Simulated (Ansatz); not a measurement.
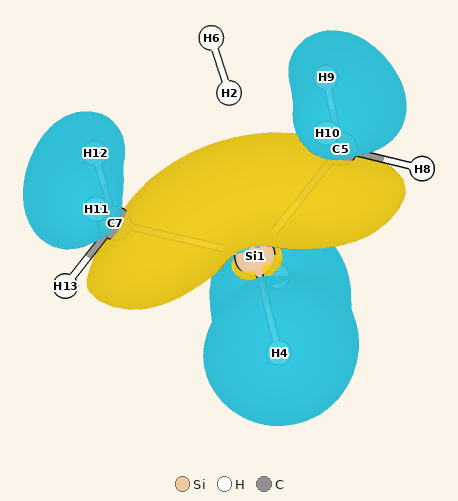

C2H8Si···H2. The HOMO−1 at ±0.1 Å⁻³ᐟ² (yellow and cyan are the two phases), seen at an oblique angle.

The product side of a reaction path; geometry: PBE0-D4/def2-TZVP.

Computed with RKS PBE0-D4/def2-TZVPP in Ansatz 0.2.0.

| atom | x (Å) | y (Å) | z (Å) |
| --- | --- | --- | --- |
| Si | -0.9345 | -0.1733 | -0.1429 |
| H | 2.0677 | -1.3497 | -1.2239 |
| H | -0.6634 | -1.2699 | -1.1175 |
| H | -2.4155 | -0.0501 | -0.0181 |
| C | -0.2013 | -0.6210 | 1.5197 |
| H | 2.7511 | -1.1233 | -1.0255 |
| C | -0.2261 | 1.4309 | -0.7963 |
| H | -0.6211 | -1.5571 | 1.8948 |
| H | 0.8822 | -0.7422 | 1.4467 |
| H | -0.4052 | 0.1592 | 2.2574 |
| H | -0.4308 | 2.2551 | -0.1083 |
| H | 0.8570 | 1.3554 | -0.9205 |
| H | -0.6600 | 1.6858 | -1.7658 |

Question: Describe this orbital and give its energy.

Answer: It lies mainly on Si1 (about 30 %), C5 (about 15 %), C7 (about 15 %), H4 (about 15 %) and H3 (about 10 %). Its energy is −8.91 eV.
